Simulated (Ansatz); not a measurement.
# C2H5BO: two geometries relaxed

Are the two ends of the rotation by 120° about the B1–C2 bond separate minima, and which lies lower? Each is relaxed from a guess. SMILES of the start: BCC=O.

All numbers below are computed with Ansatz 0.2.0 (RKS LDA/STO-3G).

### Step 1. Starting point

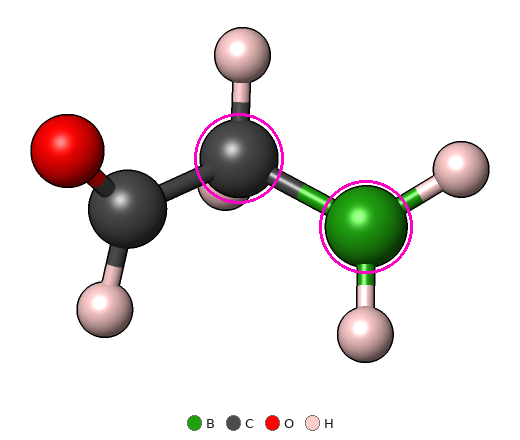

Start, viewed from a chosen angle; boron green, carbon dark grey, oxygen red, hydrogen pink. Ringed: B1, C2.

Structure file:

```xyz
9

B    -0.6212    1.1307   -0.2511
C    -0.0310   -0.0755    0.5737
C     0.7033   -1.0372   -0.3021
O     1.8880   -1.2245   -0.2801
H    -0.6769    2.1900    0.2343
H    -1.0254    0.9529   -1.3325
H     0.6085    0.2310    1.4016
H    -0.9002   -0.5989    0.9832
H     0.0548   -1.5685   -1.0270
```

### Step 2. End point A

File input.yaml:

```yaml
crystal:
  periodic: [false, false, false]
  atoms:
    - { symbol: B, position_ang: [-0.62122, 1.13069, -0.25111] }
    - { symbol: C, position_ang: [-0.03096, -0.07545, 0.57375] }
    - { symbol: C, position_ang: [0.70333, -1.03715, -0.30214] }
    - { symbol: O, position_ang: [1.88798, -1.22453, -0.28012] }
    - { symbol: H, position_ang: [-0.67687, 2.18998, 0.23427] }
    - { symbol: H, position_ang: [-1.02542, 0.95286, -1.33253] }
    - { symbol: H, position_ang: [0.60854, 0.23097, 1.40161] }
    - { symbol: H, position_ang: [-0.90018, -0.59886, 0.98324] }
    - { symbol: H, position_ang: [0.05479, -1.56851, -1.02697] }
basis:
  gaussian: { orbitals: STO-3G }
hamiltonian:
  xc: lda
relax:
  f_tol: 0.015
  max_steps: 40
```

On the command line:

```bash
$ ansatz run input.yaml --threads 1 --pin off --max-ram 2048MiB --backend cpu --events-out ev --progress --plain --runs-dir out
```

Output, cut to the lines that bear on the results:

```text
Warning: RAYON_NUM_THREADS=1 ignored (pool sized by the plan → 1); use --threads N
[...]
Functional definition: SPW92
[...]
378 factors; integrals over basis functions are off by at most 1.7e-5 eV
[...]
mean field -4771.12805087 eV, -175.3357218828 hartree, gradient 1.5e-5 eV, S^2 0.000000; 0 other end points of the search recorded, 0 dependent functions left out
[...]
reference -4771.12806797 eV, -175.3357225110 hartree; 15, 15 occupied and 10, 10 virtual orbitals, 378 factors
relax step   1: F+E_penalty+E_count = -4771.12805087 eV  Δ(F+E_penalty+E_count) = +0.000e0 eV  max|allowed force component| = 5.305e0 eV/Å  Δτ_max = 0.0000 Å  (23 SCF iters, accepted)
[...]
relax step   5: F+E_penalty+E_count = -4771.36623155 eV  Δ(F+E_penalty+E_count) = -3.332e-3 eV  max|allowed force component| = 1.749e-1 eV/Å  Δτ_max = 0.0723 Å  (26 SCF iters, accepted)
[...]
relax step   9: F+E_penalty+E_count = -4771.37710849 eV  Δ(F+E_penalty+E_count) = -2.343e-3 eV  max|allowed force component| = 6.517e-2 eV/Å  Δτ_max = 0.0630 Å  (25 SCF iters, accepted)
[...]
relax step  13: F+E_penalty+E_count = -4771.37905663 eV  Δ(F+E_penalty+E_count) = -1.392e-4 eV  max|allowed force component| = 5.807e-2 eV/Å  Δτ_max = 0.0173 Å  (27 SCF iters, accepted)
[...]
relax step  15: F+E_penalty+E_count = -4771.37946970 eV  Δ(F+E_penalty+E_count) = -2.602e-4 eV  max|allowed force component| = 1.711e-2 eV/Å  Δτ_max = 0.0208 Å  (27 SCF iters, accepted)
[...]
relax step  16: F+E_penalty+E_count = -4771.37950456 eV  Δ(F+E_penalty+E_count) = -3.487e-5 eV  max|allowed force component| = 1.211e-2 eV/Å  Δτ_max = 0.0069 Å  (20 SCF iters, accepted)
378 factors; integrals over basis functions are off by at most 2.1e-5 eV
[...]
mean field -4771.37950456 eV, -175.3449626356 hartree, gradient 1.2e-5 eV, S^2 0.000000; 1 other end points of the search recorded, 0 dependent functions left out
[...]
reference -4771.37952184 eV, -175.3449632704 hartree; 15, 15 occupied and 10, 10 virtual orbitals, 378 factors
Total energy: -4771.37952184 eV, -175.3449632704 hartree
Atom 0 at    -0.631706     1.120432    -0.227089 Å, force     0.000401     0.000564     0.000246 eV/Å
Atom 1 at    -0.104773    -0.072847     0.607446 Å, force     0.005533    -0.001809    -0.001505 eV/Å
Atom 2 at     0.747145    -0.998868    -0.327008 Å, force     0.010238    -0.001501     0.000930 eV/Å
Atom 3 at     1.981447    -1.153209    -0.221168 Å, force    -0.012114     0.003286    -0.000294 eV/Å
Atom 4 at    -0.306162     2.225066     0.014928 Å, force     0.000284     0.000807    -0.000465 eV/Å
Atom 5 at    -1.341425     0.911646    -1.143481 Å, force    -0.000639    -0.000612     0.001007 eV/Å
Atom 6 at     0.496128     0.200806     1.489107 Å, force    -0.001062    -0.000066     0.000495 eV/Å
Atom 7 at    -0.958896    -0.711685     0.913041 Å, force    -0.003145     0.000547     0.000723 eV/Å
Atom 8 at     0.118232    -1.521341    -1.105777 Å, force     0.000505    -0.001215    -0.001137 eV/Å
Dipole moment:    -0.227876    -0.133438     0.054222 e Å
```

Wall time 15 s (1 thread of Arm Neoverse V2, shared host); peak memory 0.11 GiB.

Step by step:

| step | energy from step 1 (eV) | largest force component (eV/Å) |
| --- | --- | --- |
| 1 | 0.0000 | 5.3045 |
| 2 | -0.2185 | 0.7375 |
| 3 | -0.2215 | 0.4235 |
| 4 | -0.2348 | 0.3318 |
| 5 | -0.2382 | 0.1749 |
| 6 | -0.2427 | 0.0985 |
| 7 | -0.2467 | 0.0692 |
| 8x | -0.2440 | 0.3899 |
| 9 | -0.2491 | 0.0652 |
| 10 | -0.2492 | 0.1057 |
| 11 | -0.2501 | 0.1457 |
| 12 | -0.2509 | 0.0620 |
| 13 | -0.2510 | 0.0581 |
| 14 | -0.2512 | 0.0475 |
| 15 | -0.2514 | 0.0171 |
| 16 | -0.2515 | 0.0121 |

Step 1 is the start. 1 step was tried and not accepted (marked x).

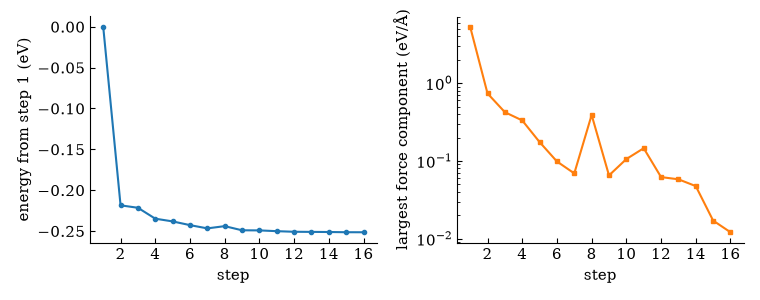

Energy and largest force along the relaxation.

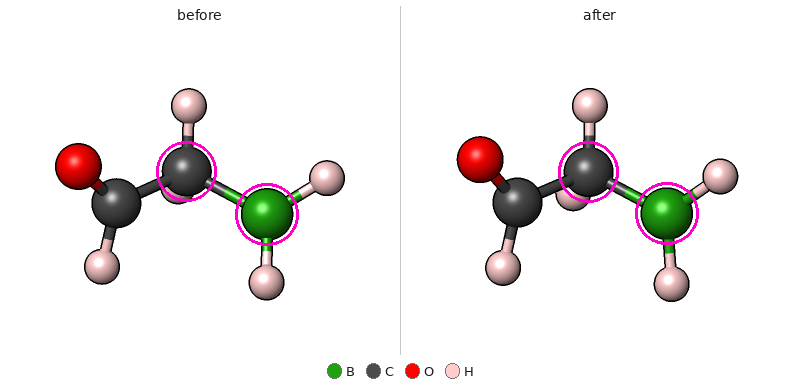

Before and after, at one scale.

After: Bond lengths: B1–C2 1.549 Å, C2–C3 1.567 Å, C3–O4 1.248 Å, B1–H5 1.177 Å, B1–H6 1.178 Å, C2–H7 1.101 Å, C2–H8 1.110 Å, C3–H9 1.129 Å. Angles: B1–C2–C3 108.6°, B1–C2–H7 115.2°, B1–C2–H8 109.3°, C3–C2–H7 109.1°, C3–C2–H8 104.0°, H7–C2–H8 110.0°, C2–B1–H5 121.2°, C2–B1–H6 119.2°, H5–B1–H6 119.5°, C2–C3–O4 124.0°, C2–C3–H9 112.4°, O4–C3–H9 123.5°.

### Step 3. Relaxing end B

The second end starts from a geometry with the move made by hand.

File input.yaml:

```yaml
crystal:
  periodic: [false, false, false]
  atoms:
    - { symbol: B, position_ang: [-0.62122, 1.13069, -0.25111] }
    - { symbol: C, position_ang: [-0.03096, -0.07545, 0.57375] }
    - { symbol: C, position_ang: [0.92884, 0.38794, 1.62031] }
    - { symbol: O, position_ang: [0.74318, 0.32422, 2.80372] }
    - { symbol: H, position_ang: [-0.67687, 2.18998, 0.23427] }
    - { symbol: H, position_ang: [-1.02542, 0.95286, -1.33253] }
    - { symbol: H, position_ang: [-0.79207, -0.71051, 1.02721] }
    - { symbol: H, position_ang: [0.53206, -0.67277, -0.14972] }
    - { symbol: H, position_ang: [1.85325, 0.84229, 1.21123] }
basis:
  gaussian: { orbitals: STO-3G }
hamiltonian:
  xc: lda
relax:
  f_tol: 0.015
  max_steps: 40
output:
  orbitals: {}
```

On the command line:

```bash
$ ansatz run input.yaml --threads 1 --pin off --max-ram 2048MiB --backend cpu --events-out ev --progress --plain --runs-dir out
```

Output, cut to the lines that bear on the results:

```text
Warning: RAYON_NUM_THREADS=1 ignored (pool sized by the plan → 1); use --threads N
[...]
[... 1 set-up line as earlier in the session ...]
[...]
377 factors; integrals over basis functions are off by at most 1.2e-5 eV
[...]
mean field -4770.95567113 eV, -175.3293870441 hartree, gradient 3.7e-5 eV, S^2 0.000000; 0 other end points of the search recorded, 0 dependent functions left out
[...]
reference -4770.95568829 eV, -175.3293876746 hartree; 15, 15 occupied and 10, 10 virtual orbitals, 377 factors
relax step   1: F+E_penalty+E_count = -4770.95567113 eV  Δ(F+E_penalty+E_count) = +0.000e0 eV  max|allowed force component| = 5.372e0 eV/Å  Δτ_max = 0.0000 Å  (23 SCF iters, accepted)
[...]
relax step   4: F+E_penalty+E_count = -4771.20733521 eV  Δ(F+E_penalty+E_count) = -1.797e-2 eV  max|allowed force component| = 5.841e-1 eV/Å  Δτ_max = 0.1999 Å  (25 SCF iters, accepted)
[...]
relax step   7: F+E_penalty+E_count = -4771.26287199 eV  Δ(F+E_penalty+E_count) = -1.424e-2 eV  max|allowed force component| = 1.551e-1 eV/Å  Δτ_max = 0.0999 Å  (26 SCF iters, accepted)
[...]
relax step  10: F+E_penalty+E_count = -4771.31486378 eV  Δ(F+E_penalty+E_count) = -3.309e-2 eV  max|allowed force component| = 2.491e-1 eV/Å  Δτ_max = 0.2000 Å  (26 SCF iters, accepted)
[...]
relax step  13: F+E_penalty+E_count = -4771.34765808 eV  Δ(F+E_penalty+E_count) = -1.032e-2 eV  max|allowed force component| = 1.721e-1 eV/Å  Δτ_max = 0.0995 Å  (26 SCF iters, accepted)
[...]
relax step  14: F+E_penalty+E_count = -4771.35510412 eV  Δ(F+E_penalty+E_count) = -7.446e-3 eV  max|allowed force component| = 1.714e-1 eV/Å  Δτ_max = 0.0972 Å  (26 SCF iters, accepted)
[...]
relax step  15: F+E_penalty+E_count = -4771.35785997 eV  Δ(F+E_penalty+E_count) = -2.756e-3 eV  max|allowed force component| = 4.417e-1 eV/Å  Δτ_max = 0.1500 Å  (25 SCF iters, accepted)
[...]
377 factors; integrals over basis functions are off by at most 3.2e-5 eV
```

### Step 4. The log goes on: end point B relaxed

The log, continued, cut to the lines that bear on the results:

```text
mean field -4771.35604591 eV, -175.3441005459 hartree, gradient 2.3e-5 eV, S^2 0.000000; 0 other end points of the search recorded, 0 dependent functions left out
[...]
reference -4771.35606364 eV, -175.3441011975 hartree; 15, 15 occupied and 10, 10 virtual orbitals, 377 factors
relax step  16: F+E_penalty+E_count = -4771.35604591 eV  Δ(F+E_penalty+E_count) = +1.814e-3 eV  max|allowed force component| = 5.477e-1 eV/Å  Δτ_max = 0.1316 Å  (25 SCF iters, rejected (line search))
[...]
relax step  18: F+E_penalty+E_count = -4771.37500177 eV  Δ(F+E_penalty+E_count) = -5.424e-3 eV  max|allowed force component| = 8.500e-2 eV/Å  Δτ_max = 0.0999 Å  (25 SCF iters, accepted)
[...]
relax step  20: F+E_penalty+E_count = -4771.37814349 eV  Δ(F+E_penalty+E_count) = -1.332e-3 eV  max|allowed force component| = 1.064e-1 eV/Å  Δτ_max = 0.0558 Å  (26 SCF iters, accepted)
[...]
Total energy: -4771.37954664 eV, -175.3449641818 hartree
Atom 0 at    -0.673047     1.107722    -0.209497 Å, force    -0.005125     0.002683    -0.000958 eV/Å
Atom 1 at    -0.161839    -0.078219     0.644936 Å, force     0.004669    -0.000520     0.002900 eV/Å
Atom 2 at     1.067618     0.409472     1.486442 Å, force    -0.003195     0.000479    -0.003048 eV/Å
Atom 3 at     1.059967     0.531538     2.728683 Å, force     0.000051    -0.000757     0.000219 eV/Å
Atom 4 at    -1.745608     1.562610    -0.042543 Å, force     0.004537    -0.002451    -0.000551 eV/Å
Atom 5 at     0.041903     1.585901    -1.013987 Å, force    -0.000639     0.000514    -0.000505 eV/Å
Atom 6 at    -0.907639    -0.524022     1.321882 Å, force    -0.000987    -0.000304     0.000479 eV/Å
Atom 7 at     0.260428    -0.857411    -0.022500 Å, force    -0.001579     0.000706    -0.000013 eV/Å
Atom 8 at     1.969005     0.631658     0.843713 Å, force     0.002267    -0.000350     0.001478 eV/Å
Dipole moment:     0.097312    -0.167118    -0.188062 e Å
```

It took 23 s on 1 thread of Arm Neoverse V2, shared host; peak memory 0.11 GiB.

The steps of the relaxation:

| step | energy from step 1 (eV) | largest force component (eV/Å) |
| --- | --- | --- |
| 1 | 0.0000 | 5.3719 |
| 2 | -0.2292 | 0.7759 |
| 3 | -0.2337 | 1.2245 |
| 4 | -0.2517 | 0.5841 |
| 5x | -0.2401 | 0.8795 |
| 6 | -0.2930 | 0.2593 |
| 7 | -0.3072 | 0.1551 |
| 8 | -0.3250 | 0.1522 |
| 9 | -0.3261 | 0.7633 |
| 10 | -0.3592 | 0.2491 |
| 11 | -0.3817 | 0.1638 |
| 12x | -0.3768 | 0.6588 |
| 13 | -0.3920 | 0.1721 |
| 14 | -0.3994 | 0.1714 |
| 15 | -0.4022 | 0.4417 |
| 16x | -0.4004 | 0.5477 |
| 17 | -0.4139 | 0.1294 |
| 18 | -0.4193 | 0.0850 |
| 19 | -0.4211 | 0.1187 |
| 20 | -0.4225 | 0.1064 |
| 21 | -0.4227 | 0.1009 |
| 22 | -0.4234 | 0.0768 |
| 23 | -0.4237 | 0.0283 |
| 24 | -0.4238 | 0.0165 |
| 25 | -0.4239 | 0.0051 |

Step 1 is the start. 3 steps were tried and not accepted (marked x).

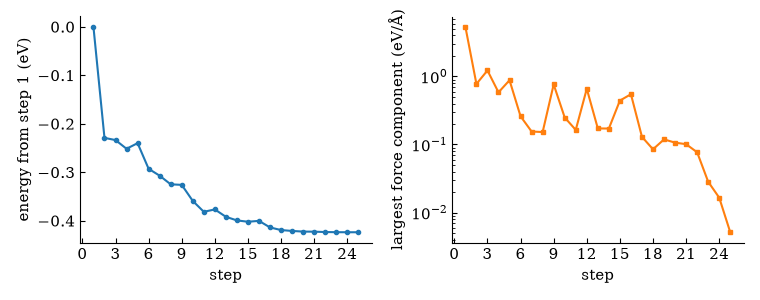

Energy and largest force along the relaxation.

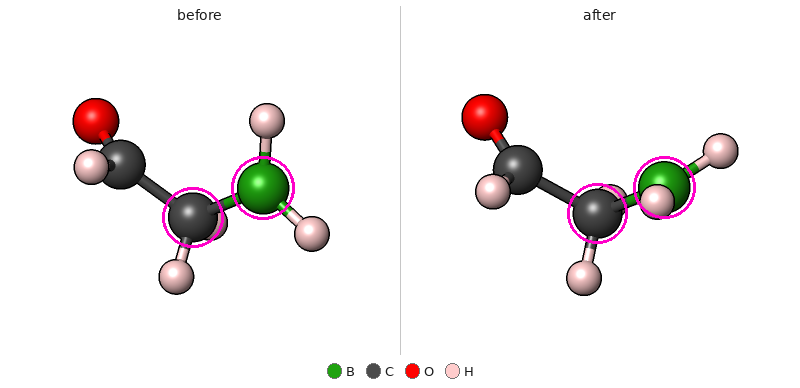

Before and after, at one scale.

After: Bond lengths: B1–C2 1.548 Å, C2–C3 1.568 Å, C3–O4 1.248 Å, B1–H5 1.177 Å, B1–H6 1.178 Å, C2–H7 1.101 Å, C2–H8 1.109 Å, C3–H9 1.129 Å. Angles: B1–C2–C3 108.5°, B1–C2–H7 115.2°, B1–C2–H8 109.4°, C3–C2–H7 109.1°, C3–C2–H8 104.1°, H7–C2–H8 110.1°, C2–B1–H5 121.2°, C2–B1–H6 119.2°, H5–B1–H6 119.6°, C2–C3–O4 124.0°, C2–C3–H9 112.4°, O4–C3–H9 123.5°.

### Step 5. Summary of results

```
                           quantity                     value
                              end A  14 moves, 0.251 eV lower
                              end B  21 moves, 0.424 eV lower
largest difference between the ends                    0.01 Å
            end B relative to end A                 -0.000 eV
```

What this shows: The two relaxations end at one structure, within 0.01 Å: no second minimum was found from this start, which doesn't rule one out. The basis is very small, so the numbers are rough.
